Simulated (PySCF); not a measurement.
Dissociation curve of BF, singlet.

Levels of theory: UHF/cc-pVTZ (PySCF); UKS-M06-2X = unrestricted M06-2X/cc-pVTZ run with PySCF; UKS-B3LYP = PySCF 2.14.0 with unrestricted B3LYP/cc-pVTZ.

Magnitude of the dipole moment (D; its direction can reverse along the curve, and a method can change to another solution) and Mulliken charge of the fragment that holds B1:

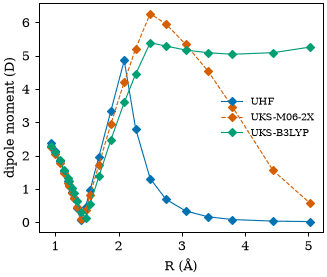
*Dipole moment against bond length.*

```json
[
 {"R / Å": "0.94", "μ UHF": "2.38", "q UHF": "-0.28", "μ UKS-M06-2X": "2.25", "q UKS-M06-2X": "-0.34", "μ UKS-B3LYP": "2.30", "q UKS-B3LYP": "-0.38"},
 {"R / Å": "1.00", "μ UHF": "2.15", "q UHF": "-0.19", "μ UKS-M06-2X": "2.04", "q UKS-M06-2X": "-0.26", "μ UKS-B3LYP": "2.11", "q UKS-B3LYP": "-0.29"},
 {"R / Å": "1.07", "μ UHF": "1.85", "q UHF": "-0.10", "μ UKS-M06-2X": "1.77", "q UKS-M06-2X": "-0.16", "μ UKS-B3LYP": "1.86", "q UKS-B3LYP": "-0.19"},
 {"R / Å": "1.14", "μ UHF": "1.53", "q UHF": "-0.01", "μ UKS-M06-2X": "1.47", "q UKS-M06-2X": "-0.08", "μ UKS-B3LYP": "1.58", "q UKS-B3LYP": "-0.10"},
 {"R / Å": "1.20", "μ UHF": "1.22", "q UHF": "0.06", "μ UKS-M06-2X": "1.19", "q UKS-M06-2X": "-0.01", "μ UKS-B3LYP": "1.32", "q UKS-B3LYP": "-0.03"},
 {"R / Å": "1.22", "μ UHF": "1.12", "q UHF": "0.08", "μ UKS-M06-2X": "1.09", "q UKS-M06-2X": "0.01", "μ UKS-B3LYP": "1.22", "q UKS-B3LYP": "-0.01"},
 {"R / Å": "1.26", "μ UHF": "0.90", "q UHF": "0.12", "μ UKS-M06-2X": "0.89", "q UKS-M06-2X": "0.05", "μ UKS-B3LYP": "1.04", "q UKS-B3LYP": "0.03"},
 {"R / Å": "1.29", "μ UHF": "0.73", "q UHF": "0.15", "μ UKS-M06-2X": "0.73", "q UKS-M06-2X": "0.08", "μ UKS-B3LYP": "0.89", "q UKS-B3LYP": "0.06"},
 {"R / Å": "1.34", "μ UHF": "0.44", "q UHF": "0.20", "μ UKS-M06-2X": "0.46", "q UKS-M06-2X": "0.13", "μ UKS-B3LYP": "0.63", "q UKS-B3LYP": "0.10"},
 {"R / Å": "1.40", "μ UHF": "0.07", "q UHF": "0.25", "μ UKS-M06-2X": "0.11", "q UKS-M06-2X": "0.18", "μ UKS-B3LYP": "0.31", "q UKS-B3LYP": "0.15"},
 {"R / Å": "1.48", "μ UHF": "0.47", "q UHF": "0.31", "μ UKS-M06-2X": "0.38", "q UKS-M06-2X": "0.23", "μ UKS-B3LYP": "0.14", "q UKS-B3LYP": "0.21"},
 {"R / Å": "1.55", "μ UHF": "0.96", "q UHF": "0.36", "μ UKS-M06-2X": "0.82", "q UKS-M06-2X": "0.28", "μ UKS-B3LYP": "0.54", "q UKS-B3LYP": "0.26"},
 {"R / Å": "1.69", "μ UHF": "1.97", "q UHF": "0.45", "μ UKS-M06-2X": "1.73", "q UKS-M06-2X": "0.36", "μ UKS-B3LYP": "1.38", "q UKS-B3LYP": "0.33"},
 {"R / Å": "1.88", "μ UHF": "3.35", "q UHF": "0.54", "μ UKS-M06-2X": "2.95", "q UKS-M06-2X": "0.45", "μ UKS-B3LYP": "2.48", "q UKS-B3LYP": "0.40"},
 {"R / Å": "2.09", "μ UHF": "4.86", "q UHF": "0.61", "μ UKS-M06-2X": "4.21", "q UKS-M06-2X": "0.51", "μ UKS-B3LYP": "3.59", "q UKS-B3LYP": "0.44"},
 {"R / Å": "2.27", "μ UHF": "2.81", "q UHF": "0.32", "μ UKS-M06-2X": "5.21", "q UKS-M06-2X": "0.54", "μ UKS-B3LYP": "4.45", "q UKS-B3LYP": "0.47"},
 {"R / Å": "2.50", "μ UHF": "1.31", "q UHF": "0.13", "μ UKS-M06-2X": "6.26", "q UKS-M06-2X": "0.56", "μ UKS-B3LYP": "5.39", "q UKS-B3LYP": "0.48"},
 {"R / Å": "2.75", "μ UHF": "0.69", "q UHF": "0.05", "μ UKS-M06-2X": "5.95", "q UKS-M06-2X": "0.47", "μ UKS-B3LYP": "5.29", "q UKS-B3LYP": "0.42"},
 {"R / Å": "3.06", "μ UHF": "0.34", "q UHF": "0.02", "μ UKS-M06-2X": "5.34", "q UKS-M06-2X": "0.37", "μ UKS-B3LYP": "5.17", "q UKS-B3LYP": "0.36"},
 {"R / Å": "3.41", "μ UHF": "0.16", "q UHF": "0.01", "μ UKS-M06-2X": "4.55", "q UKS-M06-2X": "0.27", "μ UKS-B3LYP": "5.09", "q UKS-B3LYP": "0.31"},
 {"R / Å": "3.80", "μ UHF": "0.08", "q UHF": "0.00", "μ UKS-M06-2X": "3.46", "q UKS-M06-2X": "0.18", "μ UKS-B3LYP": "5.04", "q UKS-B3LYP": "0.28"},
 {"R / Å": "4.44", "μ UHF": "0.03", "q UHF": "0.00", "μ UKS-M06-2X": "1.56", "q UKS-M06-2X": "0.07", "μ UKS-B3LYP": "5.09", "q UKS-B3LYP": "0.24"},
 {"R / Å": "5.03", "μ UHF": "0.02", "q UHF": "0.00", "μ UKS-M06-2X": "0.56", "q UKS-M06-2X": "0.02", "μ UKS-B3LYP": "5.26", "q UKS-B3LYP": "0.22"}
]
```

The unrestricted determinant behind UHF is spin-contaminated at 1.48 to 5.03 Å (<S²> up to 1.0, against 0.00 for a pure singlet). The unrestricted determinant behind UKS-M06-2X is spin-contaminated at 2.50 to 5.03 Å (<S²> up to 1.0, against 0.00 for a pure singlet). The unrestricted determinant behind UKS-B3LYP is spin-contaminated at 2.75 to 5.03 Å (<S²> up to 0.8, against 0.00 for a pure singlet). At the longest distance UKS-B3LYP leaves fractional charges on the fragments, a sign of delocalisation error or of the restricted form.
